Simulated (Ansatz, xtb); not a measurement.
Ligand exchange: AlHBr2 + GeH4 → AlH2Br + GeH3Br

Gas-phase species: AlHBr2 `[Br][AlH][Br]`, singlet; GeH4 `[GeH4]`, singlet; AlH2Br `[AlH2][Br]`, singlet; GeH3Br `[GeH3][Br]`, singlet. The partners trade Br for H: Al–Br and Ge–H bonds give way to Al–H and Ge–Br.

Shapes, held fixed at every level: PBE0-D4/def2-TZVP. Programs: Ansatz 0.2.0, xtb 6.7.1. The zero-point and thermal change to 298 K, harmonic and unscaled (PBE0-D4/def2-TZVP), is -2.3 kJ/mol.

```json
{"level": "GFN0-xTB", "kind": "semi-empirical", "ΔH(298 K) (kJ/mol)": "-40.5", "less CCSD(T)/def2-TZVPP": "-124.6"}
{"level": "HF/def2-SVP", "kind": "Hartree–Fock", "ΔH(298 K) (kJ/mol)": "+81.7", "less CCSD(T)/def2-TZVPP": "-2.4"}
{"level": "HF/def2-TZVPP", "kind": "Hartree–Fock", "ΔH(298 K) (kJ/mol)": "+75.9", "less CCSD(T)/def2-TZVPP": "-8.2"}
{"level": "SPW92/def2-TZVPP", "kind": "LDA", "ΔH(298 K) (kJ/mol)": "+87.5", "less CCSD(T)/def2-TZVPP": "+3.4"}
{"level": "r2SCAN-D4/def2-TZVPP", "kind": "meta-GGA", "ΔH(298 K) (kJ/mol)": "+86.9", "less CCSD(T)/def2-TZVPP": "+2.8"}
{"level": "BHLYP-D4/def2-TZVPP", "kind": "global hybrid", "ΔH(298 K) (kJ/mol)": "+81.4", "less CCSD(T)/def2-TZVPP": "-2.7"}
{"level": "MP2/def2-TZVPP", "kind": "perturbation theory", "ΔH(298 K) (kJ/mol)": "+85.9", "less CCSD(T)/def2-TZVPP": "+1.8"}
{"level": "CCSD(T)/def2-SVP", "kind": "coupled cluster or CI", "ΔH(298 K) (kJ/mol)": "+89.5", "less CCSD(T)/def2-TZVPP": "+5.4"}
{"level": "CCSD(T)/def2-TZVPP", "kind": "coupled cluster or CI", "ΔH(298 K) (kJ/mol)": "+84.1", "less CCSD(T)/def2-TZVPP": "0.0"}
```

The highest level, CCSD(T)/def2-TZVPP, gives ΔH(298 K) = +84.1 kJ/mol; the levels span -40.5 to +89.5. They disagree on the sign: 8 of 9 are positive. GFN0-xTB strays far from the other rows. The column of differences is taken from that level and isn't an error. No measured value is set beside it here. Relativity is left out for Br, Ge. Outer-core shells of Br, Ge are correlated, in sets that cover them unevenly.

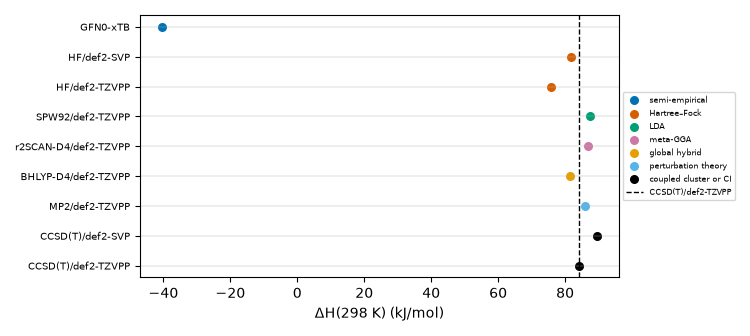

The values of the table, level by level.
